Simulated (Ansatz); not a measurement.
Profile along the Se–Cd line in CdSe (zinc blende)

CdSe (zinc blende)

```xyz
2
Lattice="0.0000 3.0409 3.0409 3.0409 0.0000 3.0409 3.0409 3.0409 0.0000" Properties=species:S:1:pos:R:3 pbc="T T T"
Se     4.5614     4.5614     4.5614
Cd     0.0000     0.0000     0.0000
```

Fields along a shortest Se–Cd line of a {110} plane (2.63 Å), from Se to Cd, interpolated on the slice's grid (step about 0.2 Å). These are PBEsol (plane waves to 420 eV, PAW, scalar-relativistic; Ansatz, a first-principles code) values and carry that method's errors. k mesh 9×9×9. Inside the PAW spheres the values are not all-electron values, and peaks at nuclei hang on which shells count as valence. CdSe was relaxed with its symmetry unable to fall.

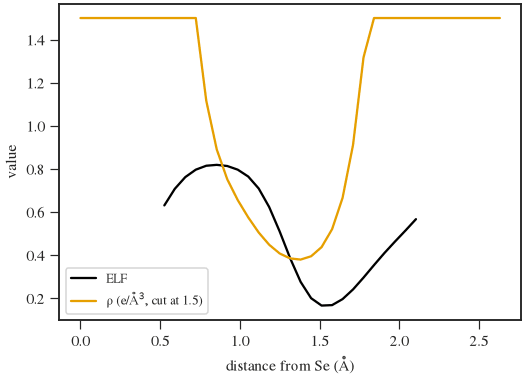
Figure. ELF (away from the nuclei) and valence density from Se to Cd.

Density on the Se–Cd line (2.63 Å) at its density minimum, 1.4 Å from Se: 0.38 e/Å³. ELF at that point: 0.3. Element round which the density of the highest valence band (whole band, smooth part) is largest on this plane: Se.
